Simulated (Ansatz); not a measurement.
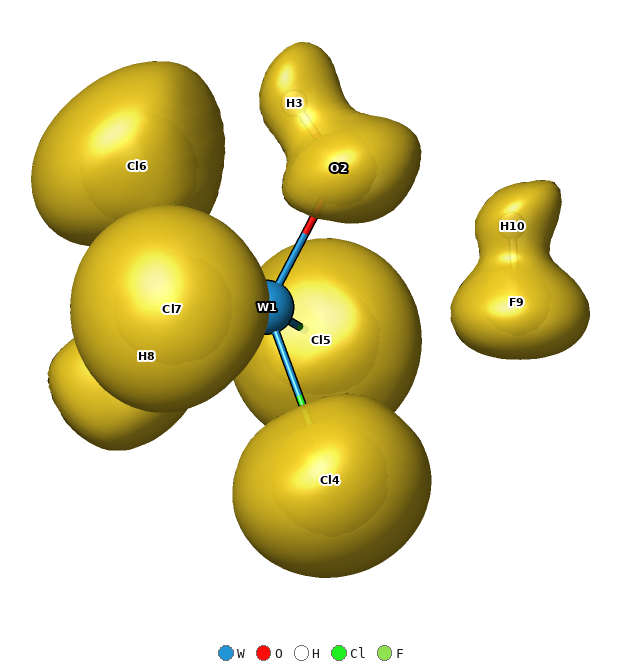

The picture shows: Cl4H2OW···HF. Isosurface of the ELF at 0.75 (yellow), seen across its widest extent. Only the valence region is drawn (cores and ρ < 0.01 e/Å³ removed).

Core potentials replace the inner electrons of W; not at a stationary point (largest force 0.5 eV/Å).

Computed with RKS PBE/def2-SVP in Ansatz.

```yaml
atoms:
  - { symbol: W, position_ang: [0.1288, -0.0322, 0.0353] }
  - { symbol: O, position_ang: [-0.3202, 0.1701, 1.8933] }
  - { symbol: H, position_ang: [-1.2834, 0.0362, 2.0954] }
  - { symbol: Cl, position_ang: [2.2176, 0.0145, -0.9188] }
  - { symbol: Cl, position_ang: [-0.1697, 2.1426, -0.6435] }
  - { symbol: Cl, position_ang: [-2.3217, -0.3020, 0.1616] }
  - { symbol: Cl, position_ang: [0.3343, -2.3303, 0.0728] }
  - { symbol: H, position_ang: [-0.6211, -0.3736, -1.4257] }
  - { symbol: F, position_ang: [2.0549, 1.4530, 1.8731] }
  - { symbol: H, position_ang: [1.4084, 1.3755, 2.5398] }
```

Identify the bonds, lone pairs and shells in this picture.

Answer. The surface consists of one region around a hydrogen nucleus, four regions wrapped around Cl (the valence shell of each), one joined region spread over several atoms (F, H), in which their bonds and any lone pairs are merged and one joined region spread over several atoms (H, O), in which their bonds and any lone pairs are merged. Profiles from the grid: W1···F9 (3.05 Å): the ELF dips to about 0.05 between them. W–O (1.92 Å): the ELF peaks at about 0.85 in the valence shell of O, 0.6 Å from its nucleus, and drops to about 0.25 between the two atoms.
